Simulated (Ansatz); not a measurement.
# GeH₃S (doublet): B2PLYP, RPA-PBE over a scan of the distance Ge1–S2, cc-pVDZ

Aim: run GeH₃S (doublet) with these functionals over a scan of the distance Ge1–S2, and hold them against the top wave-function level at the same points.

The runs use Ansatz 0.2.0, Gaussian basis; cc-pVDZ, all electrons in the functionals, frozen cores in the correlation of double hybrids and RPA.

Plan: B2PLYP, RPA-PBE, at 1.739 Å; 1.989 Å; 2.221 Å; 2.460 Å; 2.685 Å; 3.016 Å; 3.561 Å; 4.171 Å; 4.797 Å; 6.031 Å; 7.704 Å.

17 further runs of the same task are left out: 2 for a mislabelled method, 11 that didn't finish, 4 set aside as unsound or not needed.

## (1) What is computed

The geometry derives from a PBE0/def2-TZVP stationary point (not a proven minimum). One bond is set to the value named and the two fragments are kept rigid. No spin-orbit coupling is included. The filled d shell of Ge may be among the frozen orbitals whatever the setting's name suggests; the logs give the count.

5 atoms, charge 0, spin multiplicity 2.

Atoms are counted from 1 here; the program's logs count them from 0.

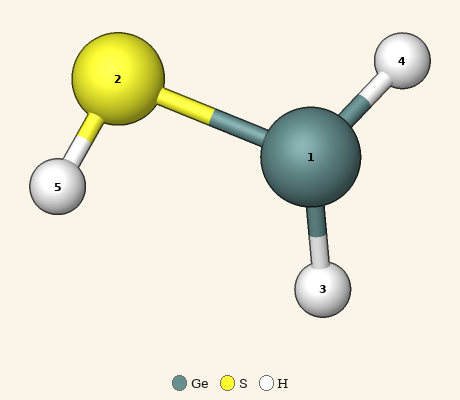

The structure; germanium teal, sulfur yellow, hydrogen white; atoms are numbered from 1 in the order of the file.

As a file:

```xyz
5
charge 0, multiplicity 2
Ge    0.0370    0.0178    0.6732
S    -0.0456   -0.0748   -1.5442
H    -0.8438    1.1907    1.1746
H    -0.5364   -1.3382    1.1431
H     0.1645    1.2411   -1.7113
```

No dispersion term is added.

The geometry shown and the zero of energy belong to the point 2.221 Å. The yardstick, UCCSDT(Q), and other wave-function levels (R restricted, U unrestricted, valence and pair active spaces) come from earlier runs.

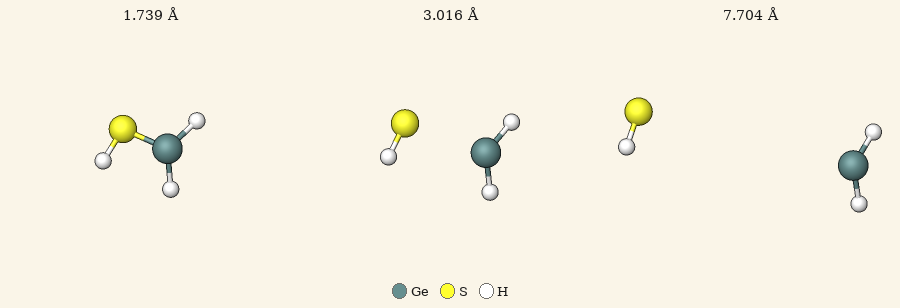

Three points of the scan; sticks are drawn by distance.

## (2) B2PLYP, 1.739 Å

Input file in.yaml:

```yaml
crystal:
  periodic: [false, false, false]
  atoms:
    - {symbol: Ge, position_ang: [0.031498, 0.011664, 0.525518]}
    - {symbol: S, position_ang: [-0.033187, -0.060851, -1.210765]}
    - {symbol: H, position_ang: [-0.849263, 1.184561, 1.026862]}
    - {symbol: H, position_ang: [-0.541913, -1.344402, 0.995427]}
    - {symbol: H, position_ang: [0.176937, 1.255041, -1.377874]}
basis:
  gaussian: {orbitals: cc-pVDZ}
magnetization: {spin_polarized: true, initial_magnetization: 1}
hamiltonian: {xc: {name: B2PLYP}}
correlation: {electrons: outside_noble_gas}
```

On the command line:

```bash
$ ansatz run in.yaml --threads 1 --pin off --events-out ev --progress --plain --max-ram 2393MiB
```

The log of the run:

```text
Functional definition: B2PLYP
  name "B2PLYP"
  cite "Grimme, J. Chem. Phys. 124, 034108 (2006) doi:10.1063/1.2148954"
  cite "Becke, Phys. Rev. A 38, 3098 (1988) doi:10.1103/PhysRevA.38.3098"
  cite "Lee, Yang & Parr, Phys. Rev. B 37, 785 (1988) doi:10.1103/PhysRevB.37.785"
  parameter a = 0.53
  parameter c = 0.27
  exchange = (1 - a)*b88_x + a*exact_x
  correlation = (1 - c)*lyp_c + c*(mp2_os + mp2_ss)
652 factors; integrals over basis functions are off by at most 1.4e-3 eV
mean field evaluation 1: about -67379.3951 eV, gradient 7.3e0 eV
mean field evaluation 2: about -67379.3973 eV, gradient 7.3e0 eV
mean field evaluation 4: about -67379.8393 eV, gradient 9.2e-1 eV
mean field evaluation 8: about -67379.8480 eV, gradient 2.8e-2 eV
mean field evaluation 16: about -67379.8480 eV, gradient 4.2e-5 eV
mean field -67379.84796846 eV, -2476.1637411396 hartree, gradient 1.9e-6 eV, S^2 0.753812; 0 other end points of the search recorded, 0 dependent functions left out
19 core orbitals not correlated: weight in the atoms' cores, before any rotation towards them, 0.989 or more for the frozen orbitals, at most 0.009 for the correlated occupied ones
reference -67379.84810281 eV, -2476.1637460767 hartree; 7, 6 occupied and 34, 35 virtual orbitals, 652 factors
second order -7.40486456 eV of doubles, -0.00000000 eV of singles
Total energy: -67381.84741624 eV, -2476.2372194901 hartree
```

Run time: 3.3 s. Hardware: 1 thread of Arm Neoverse V1, shared host.

From the report: ⟨S²⟩ of the determinant 0.754 (pure doublet: 0.75).

## (3) B2PLYP, 1.989 Å

Input file in.yaml:

```yaml
crystal:
  periodic: [false, false, false]
  atoms:
    - {symbol: Ge, position_ang: [0.034353, 0.014865, 0.602149]}
    - {symbol: S, position_ang: [-0.039632, -0.068075, -1.383744]}
    - {symbol: H, position_ang: [-0.846408, 1.187762, 1.103493]}
    - {symbol: H, position_ang: [-0.539058, -1.341201, 1.072058]}
    - {symbol: H, position_ang: [0.170492, 1.247817, -1.550853]}
basis:
  gaussian: {orbitals: cc-pVDZ}
magnetization: {spin_polarized: true, initial_magnetization: 1}
hamiltonian: {xc: {name: B2PLYP}}
correlation: {electrons: outside_noble_gas}
```

Launched as before.

The log of the run, cut to the lines that bear on the results:

```text
Functional definition: B2PLYP
  name "B2PLYP"
  cite "Grimme, J. Chem. Phys. 124, 034108 (2006) doi:10.1063/1.2148954"
  cite "Becke, Phys. Rev. A 38, 3098 (1988) doi:10.1103/PhysRevA.38.3098"
  cite "Lee, Yang & Parr, Phys. Rev. B 37, 785 (1988) doi:10.1103/PhysRevB.37.785"
[...]
651 factors; integrals over basis functions are off by at most 9.0e-4 eV
[...]
mean field -67383.04658329 eV, -2476.2812880664 hartree, gradient 5.1e-6 eV, S^2 0.753581; 0 other end points of the search recorded, 0 dependent functions left out
19 core orbitals not correlated: weight in the atoms' cores, before any rotation towards them, 0.997 or more for the frozen orbitals, at most 0.002 for the correlated occupied ones
reference -67383.04671837 eV, -2476.2812930305 hartree; 7, 6 occupied and 34, 35 virtual orbitals, 651 factors
second order -7.39971080 eV of doubles, -0.00000000 eV of singles
Total energy: -67385.04464028 eV, -2476.3547153067 hartree
```

Run time: 3.3 s. Hardware: 1 thread of Arm Neoverse V1, shared host.

From the report: ⟨S²⟩ of the determinant 0.754 (pure doublet: 0.75).

## (4) B2PLYP, 2.221 Å

Input file in.yaml:

```yaml
crystal:
  periodic: [false, false, false]
  atoms:
    - {symbol: Ge, position_ang: [0.037001, 0.017833, 0.673218]}
    - {symbol: S, position_ang: [-0.045608, -0.074775, -1.544169]}
    - {symbol: H, position_ang: [-0.843760, 1.190730, 1.174562]}
    - {symbol: H, position_ang: [-0.536410, -1.338233, 1.143127]}
    - {symbol: H, position_ang: [0.164516, 1.241117, -1.711278]}
basis:
  gaussian: {orbitals: cc-pVDZ}
magnetization: {spin_polarized: true, initial_magnetization: 1}
hamiltonian: {xc: {name: B2PLYP}}
correlation: {electrons: outside_noble_gas}
```

Launched as before.

The log of the run, cut to the lines that bear on the results:

```text
Functional definition: B2PLYP
  name "B2PLYP"
  cite "Grimme, J. Chem. Phys. 124, 034108 (2006) doi:10.1063/1.2148954"
  cite "Becke, Phys. Rev. A 38, 3098 (1988) doi:10.1103/PhysRevA.38.3098"
  cite "Lee, Yang & Parr, Phys. Rev. B 37, 785 (1988) doi:10.1103/PhysRevB.37.785"
[...]
651 factors; integrals over basis functions are off by at most 9.4e-4 eV
[...]
mean field -67383.70008549 eV, -2476.3053038293 hartree, gradient 6.0e-6 eV, S^2 0.753872; 0 other end points of the search recorded, 0 dependent functions left out
19 core orbitals not correlated: weight in the atoms' cores, before any rotation towards them, 0.999 or more for the frozen orbitals, at most 0.001 for the correlated occupied ones
reference -67383.70022088 eV, -2476.3053088049 hartree; 7, 6 occupied and 34, 35 virtual orbitals, 651 factors
second order -7.41909288 eV of doubles, -0.00000000 eV of singles
Total energy: -67385.70337596 eV, -2476.3789233962 hartree
```

Run time: 3.2 s. Hardware: 1 thread of Arm Neoverse V1, shared host.

From the report: ⟨S²⟩ of the determinant 0.754 (pure doublet: 0.75).

## (5) B2PLYP, 2.460 Å

Input file in.yaml:

```yaml
crystal:
  periodic: [false, false, false]
  atoms:
    - {symbol: Ge, position_ang: [0.039732, 0.020894, 0.746521]}
    - {symbol: S, position_ang: [-0.051773, -0.081686, -1.709636]}
    - {symbol: H, position_ang: [-0.841029, 1.193791, 1.247865]}
    - {symbol: H, position_ang: [-0.533679, -1.335172, 1.216430]}
    - {symbol: H, position_ang: [0.158351, 1.234206, -1.876745]}
basis:
  gaussian: {orbitals: cc-pVDZ}
magnetization: {spin_polarized: true, initial_magnetization: 1}
hamiltonian: {xc: {name: B2PLYP}}
correlation: {electrons: outside_noble_gas}
```

The command is unchanged.

The log of the run, cut to the lines that bear on the results:

```text
Functional definition: B2PLYP
  name "B2PLYP"
  cite "Grimme, J. Chem. Phys. 124, 034108 (2006) doi:10.1063/1.2148954"
  cite "Becke, Phys. Rev. A 38, 3098 (1988) doi:10.1103/PhysRevA.38.3098"
  cite "Lee, Yang & Parr, Phys. Rev. B 37, 785 (1988) doi:10.1103/PhysRevB.37.785"
[...]
651 factors; integrals over basis functions are off by at most 9.6e-4 eV
[...]
mean field -67383.47477332 eV, -2476.2970237597 hartree, gradient 3.9e-6 eV, S^2 0.755452; 0 other end points of the search recorded, 0 dependent functions left out
19 core orbitals not correlated: weight in the atoms' cores, before any rotation towards them, 0.999 or more for the frozen orbitals, at most 0.001 for the correlated occupied ones
reference -67383.47490928 eV, -2476.2970287562 hartree; 7, 6 occupied and 34, 35 virtual orbitals, 651 factors
second order -7.45606864 eV of doubles, -0.00000000 eV of singles
Total energy: -67385.48804781 eV, -2476.3710102327 hartree
```

Run time: 3.5 s. Hardware: 1 thread of Arm Neoverse V1, shared host.

From the report: ⟨S²⟩ of the determinant 0.755 (pure doublet: 0.75).

From 2.221 Å: +20.8 kJ/mol.

## (6) B2PLYP, 2.685 Å

Input file in.yaml:

```yaml
crystal:
  periodic: [false, false, false]
  atoms:
    - {symbol: Ge, position_ang: [0.042301, 0.023775, 0.815488]}
    - {symbol: S, position_ang: [-0.057573, -0.088188, -1.865317]}
    - {symbol: H, position_ang: [-0.838460, 1.196672, 1.316832]}
    - {symbol: H, position_ang: [-0.531110, -1.332291, 1.285397]}
    - {symbol: H, position_ang: [0.152551, 1.227704, -2.032426]}
basis:
  gaussian: {orbitals: cc-pVDZ}
magnetization: {spin_polarized: true, initial_magnetization: 1}
hamiltonian: {xc: {name: B2PLYP}}
correlation: {electrons: outside_noble_gas}
```

The command is unchanged.

The log of the run, cut to the lines that bear on the results:

```text
Functional definition: B2PLYP
  name "B2PLYP"
  cite "Grimme, J. Chem. Phys. 124, 034108 (2006) doi:10.1063/1.2148954"
  cite "Becke, Phys. Rev. A 38, 3098 (1988) doi:10.1103/PhysRevA.38.3098"
  cite "Lee, Yang & Parr, Phys. Rev. B 37, 785 (1988) doi:10.1103/PhysRevB.37.785"
[...]
651 factors; integrals over basis functions are off by at most 9.7e-4 eV
[...]
mean field -67382.96935883 eV, -2476.2784501200 hartree, gradient 8.7e-6 eV, S^2 0.761449; 0 other end points of the search recorded, 0 dependent functions left out
19 core orbitals not correlated: weight in the atoms' cores, before any rotation towards them, 0.999 or more for the frozen orbitals, at most 0.001 for the correlated occupied ones
reference -67382.96949610 eV, -2476.2784551646 hartree; 7, 6 occupied and 34, 35 virtual orbitals, 651 factors
second order -7.49721573 eV of doubles, -0.00000000 eV of singles
Total energy: -67384.99374435 eV, -2476.3528449156 hartree
```

Wall time 3.4 s (1 thread of Arm Neoverse V1, shared host).

From the report: ⟨S²⟩ of the determinant 0.761 (pure doublet: 0.75).

From 2.221 Å: +68.5 kJ/mol.

## (7) B2PLYP, 3.016 Å

Input file in.yaml:

```yaml
crystal:
  periodic: [false, false, false]
  atoms:
    - {symbol: Ge, position_ang: [0.046081, 0.028012, 0.916947]}
    - {symbol: S, position_ang: [-0.066105, -0.097753, -2.094341]}
    - {symbol: H, position_ang: [-0.834680, 1.200909, 1.418291]}
    - {symbol: H, position_ang: [-0.527330, -1.328054, 1.386856]}
    - {symbol: H, position_ang: [0.144019, 1.218139, -2.261450]}
basis:
  gaussian: {orbitals: cc-pVDZ}
magnetization: {spin_polarized: true, initial_magnetization: 1}
hamiltonian: {xc: {name: B2PLYP}}
correlation: {electrons: outside_noble_gas}
```

Same command.

The log of the run, cut to the lines that bear on the results:

```text
Functional definition: B2PLYP
  name "B2PLYP"
  cite "Grimme, J. Chem. Phys. 124, 034108 (2006) doi:10.1063/1.2148954"
  cite "Becke, Phys. Rev. A 38, 3098 (1988) doi:10.1103/PhysRevA.38.3098"
  cite "Lee, Yang & Parr, Phys. Rev. B 37, 785 (1988) doi:10.1103/PhysRevB.37.785"
[...]
651 factors; integrals over basis functions are off by at most 9.9e-4 eV
[...]
mean field -67382.19651545 eV, -2476.2500486495 hartree, gradient 5.7e-6 eV, S^2 0.842082; 5 other end points of the search recorded, 0 dependent functions left out
19 core orbitals not correlated: weight in the atoms' cores, before any rotation towards them, 0.999 or more for the frozen orbitals, at most 0.001 for the correlated occupied ones
reference -67382.19665746 eV, -2476.2500538682 hartree; 7, 6 occupied and 34, 35 virtual orbitals, 651 factors
second order -7.29882333 eV of doubles, -0.00000000 eV of singles
Total energy: -67384.16733975 eV, -2476.3224751069 hartree
```

It took 6.5 s on 1 thread of Arm Neoverse V1, shared host.

From the report: ⟨S²⟩ of the determinant 0.842 (pure doublet: 0.75).

From 2.221 Å: +148.2 kJ/mol.

## (8) B2PLYP, 3.561 Å

Input file in.yaml:

```yaml
crystal:
  periodic: [false, false, false]
  atoms:
    - {symbol: Ge, position_ang: [0.052305, 0.034989, 1.084001]}
    - {symbol: S, position_ang: [-0.080154, -0.113502, -2.471435]}
    - {symbol: H, position_ang: [-0.828456, 1.207886, 1.585345]}
    - {symbol: H, position_ang: [-0.521106, -1.321077, 1.553910]}
    - {symbol: H, position_ang: [0.129970, 1.202390, -2.638544]}
basis:
  gaussian: {orbitals: cc-pVDZ}
magnetization: {spin_polarized: true, initial_magnetization: 1}
hamiltonian: {xc: {name: B2PLYP}}
correlation: {electrons: outside_noble_gas}
```

Same command.

The log of the run, cut to the lines that bear on the results:

```text
Functional definition: B2PLYP
  name "B2PLYP"
  cite "Grimme, J. Chem. Phys. 124, 034108 (2006) doi:10.1063/1.2148954"
  cite "Becke, Phys. Rev. A 38, 3098 (1988) doi:10.1103/PhysRevA.38.3098"
  cite "Lee, Yang & Parr, Phys. Rev. B 37, 785 (1988) doi:10.1103/PhysRevB.37.785"
[...]
652 factors; integrals over basis functions are off by at most 1.0e-3 eV
[...]
mean field -67381.56872938 eV, -2476.2269779369 hartree, gradient 6.9e-6 eV, S^2 0.977147; 6 other end points of the search recorded, 0 dependent functions left out
19 core orbitals not correlated: weight in the atoms' cores, before any rotation towards them, 0.999 or more for the frozen orbitals, at most 0.001 for the correlated occupied ones
reference -67381.56888245 eV, -2476.2269835621 hartree; 7, 6 occupied and 34, 35 virtual orbitals, 652 factors
second order -6.67448327 eV of doubles, -0.00000000 eV of singles
Total energy: -67383.37099293 eV, -2476.2932099008 hartree
```

It took 8.5 s on 1 thread of Arm Neoverse V1, shared host.

From the report: ⟨S²⟩ of the determinant 0.977 (pure doublet: 0.75).

From 2.221 Å: +225.0 kJ/mol.

## (9) B2PLYP, 4.171 Å

Input file in.yaml:

```yaml
crystal:
  periodic: [false, false, false]
  atoms:
    - {symbol: Ge, position_ang: [0.059270, 0.042798, 1.270980]}
    - {symbol: S, position_ang: [-0.095878, -0.131129, -2.893503]}
    - {symbol: H, position_ang: [-0.821491, 1.215695, 1.772324]}
    - {symbol: H, position_ang: [-0.514141, -1.313268, 1.740889]}
    - {symbol: H, position_ang: [0.114246, 1.184763, -3.060612]}
basis:
  gaussian: {orbitals: cc-pVDZ}
magnetization: {spin_polarized: true, initial_magnetization: 1}
hamiltonian: {xc: {name: B2PLYP}}
correlation: {electrons: outside_noble_gas}
```

Same command.

The log of the run, cut to the lines that bear on the results:

```text
Functional definition: B2PLYP
  name "B2PLYP"
  cite "Grimme, J. Chem. Phys. 124, 034108 (2006) doi:10.1063/1.2148954"
  cite "Becke, Phys. Rev. A 38, 3098 (1988) doi:10.1103/PhysRevA.38.3098"
  cite "Lee, Yang & Parr, Phys. Rev. B 37, 785 (1988) doi:10.1103/PhysRevB.37.785"
[...]
653 factors; integrals over basis functions are off by at most 1.0e-3 eV
[...]
mean field -67381.38389208 eV, -2476.2201852915 hartree, gradient 2.3e-6 eV, S^2 0.941267; 4 other end points of the search recorded, 0 dependent functions left out
19 core orbitals not correlated: weight in the atoms' cores, before any rotation towards them, 0.999 or more for the frozen orbitals, at most 0.001 for the correlated occupied ones
reference -67381.38405330 eV, -2476.2201912164 hartree; 7, 6 occupied and 34, 35 virtual orbitals, 653 factors
second order -6.52853536 eV of doubles, -0.00000000 eV of singles
Total energy: -67383.14675785 eV, -2476.2849694137 hartree
```

It took 13 s on 1 thread of Arm Neoverse V1, shared host.

From the report: ⟨S²⟩ of the determinant 0.941 (pure doublet: 0.75).

From 2.221 Å: +246.7 kJ/mol.

## (10) B2PLYP, 4.797 Å

Input file in.yaml:

```yaml
crystal:
  periodic: [false, false, false]
  atoms:
    - {symbol: Ge, position_ang: [0.066419, 0.050812, 1.462863]}
    - {symbol: S, position_ang: [-0.112014, -0.149219, -3.326642]}
    - {symbol: H, position_ang: [-0.814342, 1.223709, 1.964207]}
    - {symbol: H, position_ang: [-0.506992, -1.305254, 1.932772]}
    - {symbol: H, position_ang: [0.098110, 1.166673, -3.493751]}
basis:
  gaussian: {orbitals: cc-pVDZ}
magnetization: {spin_polarized: true, initial_magnetization: 1}
hamiltonian: {xc: {name: B2PLYP}}
correlation: {electrons: outside_noble_gas}
```

Same command.

The log of the run, cut to the lines that bear on the results:

```text
Functional definition: B2PLYP
  name "B2PLYP"
  cite "Grimme, J. Chem. Phys. 124, 034108 (2006) doi:10.1063/1.2148954"
  cite "Becke, Phys. Rev. A 38, 3098 (1988) doi:10.1103/PhysRevA.38.3098"
  cite "Lee, Yang & Parr, Phys. Rev. B 37, 785 (1988) doi:10.1103/PhysRevB.37.785"
[...]
653 factors; integrals over basis functions are off by at most 1.0e-3 eV
[...]
mean field -67381.33786821 eV, -2476.2184939456 hartree, gradient 3.7e-8 eV, S^2 0.923272; 4 other end points of the search recorded, 0 dependent functions left out
19 core orbitals not correlated: weight in the atoms' cores, before any rotation towards them, 0.999 or more for the frozen orbitals, at most 0.001 for the correlated occupied ones
reference -67381.33803596 eV, -2476.2185001102 hartree; 7, 6 occupied and 34, 35 virtual orbitals, 653 factors
second order -6.50098066 eV of doubles, -0.00000000 eV of singles
Total energy: -67383.09330074 eV, -2476.2830049011 hartree
```

It took 15 s on 1 thread of Arm Neoverse V1, shared host.

From the report: ⟨S²⟩ of the determinant 0.923 (pure doublet: 0.75).

From 2.221 Å: +251.8 kJ/mol.

## (11) B2PLYP, 6.031 Å

Input file in.yaml:

```yaml
crystal:
  periodic: [false, false, false]
  atoms:
    - {symbol: Ge, position_ang: [0.338543, -0.125949, 2.247802]}
    - {symbol: S, position_ang: [0.114209, -0.377437, -3.773775]}
    - {symbol: H, position_ang: [-0.542218, 1.046948, 2.749146]}
    - {symbol: H, position_ang: [-0.234868, -1.482015, 2.717711]}
    - {symbol: H, position_ang: [0.324333, 0.938455, -3.940884]}
basis:
  gaussian: {orbitals: cc-pVDZ}
magnetization: {spin_polarized: true, initial_magnetization: 1}
hamiltonian: {xc: {name: B2PLYP}}
correlation: {electrons: outside_noble_gas}
```

The command is unchanged.

The log of the run, cut to the lines that bear on the results:

```text
Functional definition: B2PLYP
  name "B2PLYP"
  cite "Grimme, J. Chem. Phys. 124, 034108 (2006) doi:10.1063/1.2148954"
  cite "Becke, Phys. Rev. A 38, 3098 (1988) doi:10.1103/PhysRevA.38.3098"
  cite "Lee, Yang & Parr, Phys. Rev. B 37, 785 (1988) doi:10.1103/PhysRevB.37.785"
[...]
651 factors; integrals over basis functions are off by at most 1.0e-3 eV
[...]
mean field -67381.31712999 eV, -2476.2177318301 hartree, gradient 3.5e-9 eV, S^2 0.930686; 4 other end points of the search recorded, 0 dependent functions left out
19 core orbitals not correlated: weight in the atoms' cores, before any rotation towards them, 0.999 or more for the frozen orbitals, at most 0.001 for the correlated occupied ones
reference -67381.31731201 eV, -2476.2177385190 hartree; 7, 6 occupied and 34, 35 virtual orbitals, 651 factors
second order -6.48486815 eV of doubles, -0.00000000 eV of singles
Total energy: -67383.06822641 eV, -2476.2820834364 hartree
```

It took 16 s on 1 thread of Arm Neoverse V1, shared host.

From the report: ⟨S²⟩ of the determinant 0.931 (pure doublet: 0.75).

From 2.221 Å: +254.3 kJ/mol.

## (12) B2PLYP, 7.704 Å

Input file in.yaml:

```yaml
crystal:
  periodic: [false, false, false]
  atoms:
    - {symbol: Ge, position_ang: [0.363436, -0.098044, 2.915956]}
    - {symbol: S, position_ang: [0.076871, -0.419295, -4.776007]}
    - {symbol: H, position_ang: [-0.517325, 1.074853, 3.417300]}
    - {symbol: H, position_ang: [-0.209975, -1.454110, 3.385865]}
    - {symbol: H, position_ang: [0.286995, 0.896597, -4.943116]}
basis:
  gaussian: {orbitals: cc-pVDZ}
magnetization: {spin_polarized: true, initial_magnetization: 1}
hamiltonian: {xc: {name: B2PLYP}}
correlation: {electrons: outside_noble_gas}
```

Same command.

The log of the run, cut to the lines that bear on the results:

```text
Functional definition: B2PLYP
  name "B2PLYP"
  cite "Grimme, J. Chem. Phys. 124, 034108 (2006) doi:10.1063/1.2148954"
  cite "Becke, Phys. Rev. A 38, 3098 (1988) doi:10.1103/PhysRevA.38.3098"
  cite "Lee, Yang & Parr, Phys. Rev. B 37, 785 (1988) doi:10.1103/PhysRevB.37.785"
[...]
651 factors; integrals over basis functions are off by at most 1.0e-3 eV
[...]
mean field -67381.31296597 eV, -2476.2175788050 hartree, gradient 2.3e-9 eV, S^2 0.934478; 8 other end points of the search recorded, 0 dependent functions left out
19 core orbitals not correlated: weight in the atoms' cores, before any rotation towards them, 0.999 or more for the frozen orbitals, at most 0.001 for the correlated occupied ones
reference -67381.31316620 eV, -2476.2175861633 hartree; 7, 6 occupied and 34, 35 virtual orbitals, 651 factors
second order -6.48114099 eV of doubles, -0.00000000 eV of singles
Total energy: -67383.06307426 eV, -2476.2818940986 hartree
```

Run time: 24 s. Hardware: 1 thread of Arm Neoverse V1, shared host.

From the report: ⟨S²⟩ of the determinant 0.934 (pure doublet: 0.75).

From 2.221 Å: +254.8 kJ/mol.

(Part 1 of 2 ends here.)
